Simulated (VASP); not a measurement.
Band structure of CuNi (space group R-3m). Level of theory: PBEsol GGA with spin-orbit coupling, VASP's PBE PAW potentials (set 64) (plane waves; VASP 6.6.1).

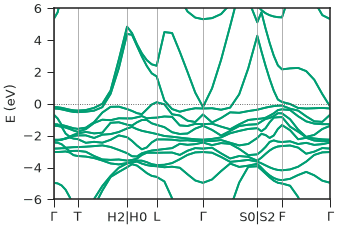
Figure. Bands along high-symmetry lines, zero at the valence-band maximum or, without a gap, the Fermi level

Read the plot: is there a gap, and where are the band edges?

It has no gap at this level: it comes out as a metal or semimetal.

The structure comes from a computed database's CuNi entry (R-3m); how it stands against other phases isn't given here. It was relaxed first.
